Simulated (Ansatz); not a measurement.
**SiH3O (SMILES [O][SiH3]) at 6 levels**

Wanted: a comparison of 6 runs (UBHLYP/STO-3G, UBLYP/STO-3G, UCAM-B3LYP/STO-3G, UHSE06/STO-3G, RPA@PBE/STO-3G, UMP2/STO-3G) of SiH3O. 

Program for the calculation: Ansatz 0.2.0.

65 further runs of the same task are left out: 16 that didn't finish, 49 set aside as unsound or not needed.

## (1) The structure to begin with

SiH3O has 5 atoms, charge 0, and is taken as a doublet. SMILES: `[O][SiH3]`. The Si2–O1 distance was set to 2.295 Å, away from the relaxed value.

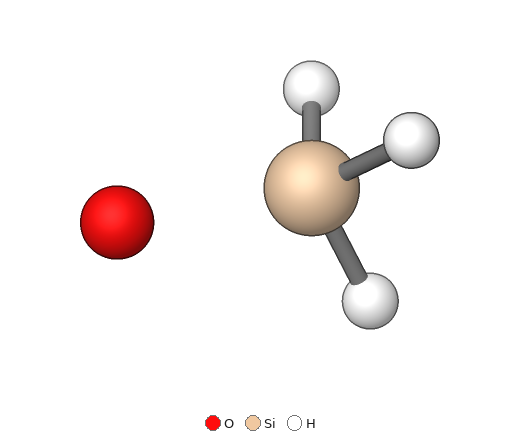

Viewed from a chosen angle; oxygen red, silicon light orange, hydrogen white.

## (2) A single-point energy at UBHLYP/STO-3G (run 1)

Input file run.yaml:

```yaml
crystal:
  periodic: [false, false, false]
  atoms:
    - {symbol: O, position_ang: [-2.091989, 0.397855, 1.025380]}
    - {symbol: Si, position_ang: [-0.065850, 0.007840, 0.019870]}
    - {symbol: H, position_ang: [-0.120650, -0.242400, -1.447490]}
    - {symbol: H, position_ang: [0.685890, -1.159260, 0.572930]}
    - {symbol: H, position_ang: [0.917210, 1.125960, 0.164480]}
basis:
  gaussian: {orbitals: STO-3G}
accuracy: high
hamiltonian: {xc: {name: BHLYP}}
magnetization: {spin_polarized: true, initial_magnetization: 1}
total_charge: 0
```

Launch:

```
$ ansatz run run.yaml --threads 1 --pin off --max-ram 2610MiB --events-out events.jsonl --progress --plain --runs-dir runs
```

What it wrote:

```text
Warning: RAYON_NUM_THREADS=1 ignored (pool sized by the plan → 1); use --threads N
Functional definition: BHLYP
  name "BHLYP"
  parameter a = 0.5
  exchange = (1 - a)*b88_x + a*exact_x
  correlation = lyp_c
285 factors; integrals over basis functions are off by at most 2.8e-8 eV
mean field evaluation 1: about -9845.7379 eV, gradient 1.6e1 eV
mean field evaluation 2: about -9845.0709 eV, gradient 1.8e1 eV
mean field evaluation 4: about -9848.6697 eV, gradient 6.9e-1 eV
mean field evaluation 8: about -9848.7786 eV, gradient 4.1e-1 eV
mean field evaluation 16: about -9848.7697 eV, gradient 9.9e-4 eV
mean field evaluation 32: about -9848.7697 eV, gradient 2.4e-3 eV
mean field evaluation 64: about -9848.7696 eV, gradient 3.4e-4 eV
mean field -9848.76965225 eV, -361.9356089844 hartree, gradient 1.7e-8 eV, S^2 1.031552; 5 other end points of the search recorded, 0 dependent functions left out
reference -9848.76966921 eV, -361.9356096076 hartree; 13, 12 occupied and 4, 5 virtual orbitals, 285 factors
Total energy: -9848.76966921 eV, -361.9356096076 hartree
```

Wall time 11 s (1 thread of Arm Neoverse V1, shared host); peak memory 0.12 GiB.

## (3) The energy at UBLYP/STO-3G (run 2)

run.yaml, as its differences from that of step 2:

```diff
@@ -9,6 +9,10 @@
 basis:
-  gaussian: {orbitals: STO-3G}
+  gaussian:
+    orbitals: STO-3G
+total_charge: 0
+magnetization:
+  spin_polarized: true
+  initial_magnetization: 1
+hamiltonian:
+  xc: {name: BLYP}
 accuracy: high
-hamiltonian: {xc: {name: BHLYP}}
-magnetization: {spin_polarized: true, initial_magnetization: 1}
-total_charge: 0
```

Launch:

```
$ ansatz run run.yaml --threads 1 --pin off --max-ram 2610MiB --events-out events.jsonl --progress --plain --runs-dir runs
```

What it wrote:

```text
Warning: RAYON_NUM_THREADS=1 ignored (pool sized by the plan → 1); use --threads N
Functional definition: BLYP
  name "BLYP"
  parameter beta = 0.0042
  parameter a = 0.04918
  parameter b = 0.132
  parameter c = 0.2533
  parameter d = 0.349
  exchange = b88_x(beta = beta)
  correlation = lyp_c(a = a, b = b, c = c, d = d)
285 factors; integrals over basis functions are off by at most 2.8e-8 eV
mean field evaluation 1: about -9845.2667 eV, gradient 1.8e1 eV
mean field evaluation 2: about -9832.8258 eV, gradient 3.6e1 eV
mean field evaluation 4: about -9848.0133 eV, gradient 2.3e0 eV
mean field evaluation 8: about -9848.0018 eV, gradient 9.7e-2 eV
mean field evaluation 16: about -9848.0021 eV, gradient 1.2e-4 eV
mean field evaluation 32: about -9848.0023 eV, gradient 9.1e-4 eV
mean field evaluation 64: about -9848.0022 eV, gradient 1.2e-1 eV
mean field -9848.00253979 eV, -361.9074181215 hartree, gradient 8.3e-8 eV, S^2 0.771025; 5 other end points of the search recorded, 0 dependent functions left out
reference -9848.00257351 eV, -361.9074193605 hartree; 13, 12 occupied and 4, 5 virtual orbitals, 285 factors
Total energy: -9848.00257351 eV, -361.9074193605 hartree
```

Wall time 24 s (1 thread of Arm Neoverse V1, shared host); peak memory 0.12 GiB.

Runs 3 to 5 aren't shown in full; the table further down has their settings and results.

## (4) A single-point energy at UMP2/STO-3G (run 6)

Input file input.yaml:

```yaml
crystal:
  periodic: [false, false, false]
  atoms:
    - {symbol: O, position_ang: [-2.091989, 0.397855, 1.025380]}
    - {symbol: Si, position_ang: [-0.065850, 0.007840, 0.019870]}
    - {symbol: H, position_ang: [-0.120650, -0.242400, -1.447490]}
    - {symbol: H, position_ang: [0.685890, -1.159260, 0.572930]}
    - {symbol: H, position_ang: [0.917210, 1.125960, 0.164480]}
basis:
  gaussian:
    orbitals: STO-3G
magnetization:
  spin_polarized: true
  initial_magnetization: 1
correlation:
  method: mp2
  frozen_orbitals: {H: 0, O: 1, Si: 5}
accuracy: high
```

Launch:

```
$ ansatz run input.yaml --threads 1 --pin off --max-ram 2610MiB --events-out events.jsonl --progress --plain --runs-dir runs
```

What it wrote (excerpt; [...] marks lines left out):

```text
Warning: RAYON_NUM_THREADS=1 ignored (pool sized by the plan → 1); use --threads N
Functional definition: HF
  name "HF"
[...]
285 factors; integrals over basis functions are off by at most 2.8e-8 eV
[...]
mean field -9825.87006550 eV, -361.0940646930 hartree, gradient 1.8e-8 eV, S^2 1.399011; 13 other end points of the search recorded, 0 dependent functions left out
6 core orbitals not correlated: weight in the atoms' cores, before any rotation towards them, 1.000 or more for the frozen orbitals, at most 0.000 for the correlated occupied ones
reference -9825.87006550 eV, -361.0940646930 hartree; 7, 6 occupied and 4, 5 virtual orbitals, 285 factors
second order -1.12188266 eV of doubles, -0.00000000 eV of singles
Total energy: -9826.99194815 eV, -361.1352931203 hartree
```

It took 0.58 s on 1 thread of Arm Neoverse V1, shared host.

## (5) The series

| run | level | frozen core orbitals | energy (Eh) | ⟨S²⟩ | wall time |
| --- | --- | --- | --- | --- | --- |
| 1 | UBHLYP/STO-3G | – | -361.935610 | 1.032 | 11 s |
| 2 | UBLYP/STO-3G | – | -361.907419 | 0.771 | 24 s |
| 3 | UCAM-B3LYP/STO-3G | – | -361.901521 | 0.859 | 12 s |
| 4 | UHSE06/STO-3G | – | -361.760852 | 0.844 | 14 s |
| 5 | RPA@PBE/STO-3G | 6 | -361.240879 | 0.773 | 32 s |
| 6 | UMP2/STO-3G | 6 | -361.135293 | 1.399 | 0.58 s |

## (6) Summary of results

| quantity | value |
| --- | --- |
| run 6: total energy | -361.13529 Eh |
| run 6: correlation energy (6 core orbitals frozen) | -41.2 mEh |
| run 6: ⟨S²⟩ of the reference determinant | 1.399 |

Totals of different functionals can't be ranked against each other. In runs 1, 2, 3, 4, 5, 6 the basis is minimal, so the values are rough. Spin contamination of the reference: run 6 ⟨S²⟩ = 1.40, run 1 ⟨S²⟩ = 1.03, run 3 ⟨S²⟩ = 0.86. Where it is this large, the reference is a mixture of spin states, and values that rest on it are in doubt. All runs together took 93 s, the longest 32 s.
